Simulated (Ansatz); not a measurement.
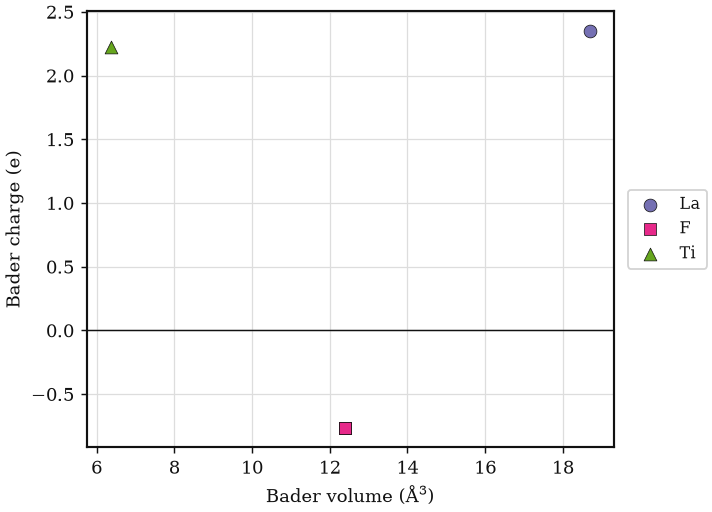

What does the plot show?

Bader charges of the atoms (positive: electrons lost), against the volumes of their basins. System: LaTiF$_{6}$, space group R-3m (No. 166), 8 atoms in the cell. Ansatz; DFT with r2SCAN, PAW plane waves, spin-polarised, 5×5×5 k mesh, 500 eV cutoff, cold smearing of 0.036 eV.

The Bader charges are La +2.35 e, Ti +2.23 e and F −0.76 e. Summed over the cell, La gives up most (2.3 e) and F takes most (4.6 e). La has the largest basins, 18.7 Å³ on average, and Ti the smallest, 6.4 Å³.

The structure was built from a prototype or by substitution, so it need not be a known phase. The atoms aren't at rest in this cell (largest force 3.2 eV/Å), so the relaxed material can differ. The cell is at 14 GPa in this functional.
